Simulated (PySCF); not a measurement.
**CH₇NPSi₄ (SMILES N#C[SiH]1[SiH2][Si](P)[SiH2]1) (doublet): density, localisation and related maps**

```xyz
14

N    -3.9728    1.1325   -0.7635
C    -3.0991    0.4757   -0.4133
Si   -1.6218   -0.5183    0.1198
Si   -0.0354   -0.5934   -1.6204
Si    1.3927    0.7173   -0.2086
P     3.0945   -0.5955    0.4521
Si   -0.2411    0.7489    1.5471
H    -2.2585   -1.7517    0.5988
H    -0.4236    0.0902   -2.8590
H     0.3046   -1.9516   -2.0640
H     3.8572   -0.3889   -0.6801
H     3.7575    0.3985    1.1435
H    -0.7330    2.0949    1.8595
H    -0.0218    0.1410    2.8659
```

Geometry: GFN2-xTB.

Method: UKS B3LYP, pcH-1 on C H N P Si, non-relativistic, mean-field spin-orbit, GIAO in PySCF.

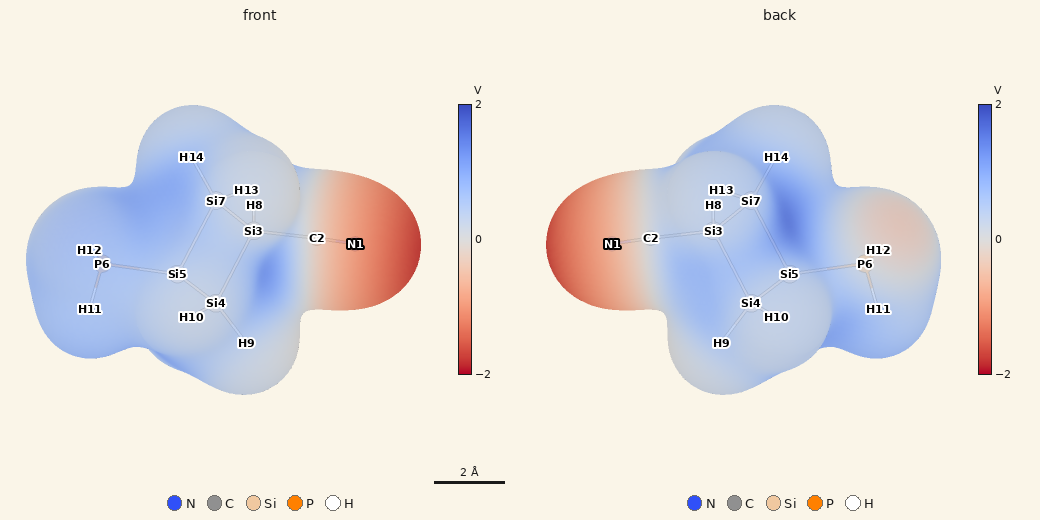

Figure 1. The molecular electrostatic potential painted on the density surface at 0.001 e/bohr³, seen from the front and from behind; red is negative and blue positive.

### Where is the surface potential most negative and most positive?

The most negative region (about −1.7 V) lies over N1, the most positive (about +1.4 V) over Si3, Si4 and Si7. N1 is the likeliest acceptor of a hydrogen bond.

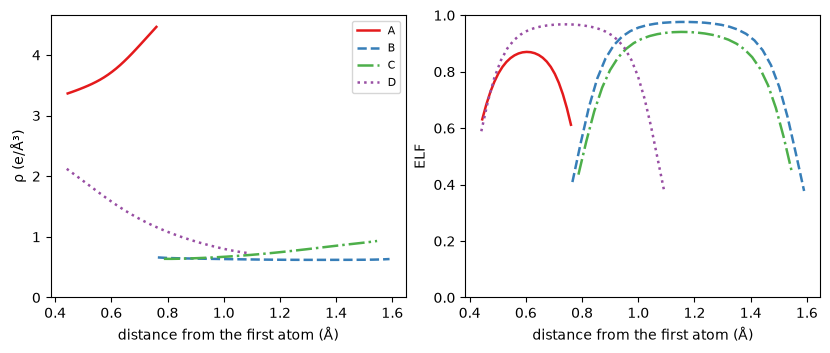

Figure 2. Total electron density and electron localisation function along straight lines between neighbouring atoms. The curves leave out the atomic cores.

### Which curve belongs to which contact (C–N, C–Si, Si–P and Si–Si)? The first atom named is at distance zero.

Curve A: C–N (1.15 Å): the density is about 3.6 e/Å³ at the midpoint; the ELF peaks at about 0.85 between the atoms (a short, multiple covalent bond). Curve B: Si–Si (2.36 Å): ρ at the midpoint is about 0.62 e/Å³; the ELF peaks at about 1 between the atoms, as expected for a covalent bond. Curve C: Si–P (2.25 Å): ρ is about 0.71 e/Å³ halfway, with its minimum of 0.64 e/Å³ about 0.8 Å from Si; the ELF peaks at about 0.95 between the atoms, as expected for localised, covalent bonding. Curve D: C–Si (1.86 Å): the density is about 0.88 e/Å³ at the midpoint; the ELF peaks at about 0.95 between the atoms: localised, covalent bonding.
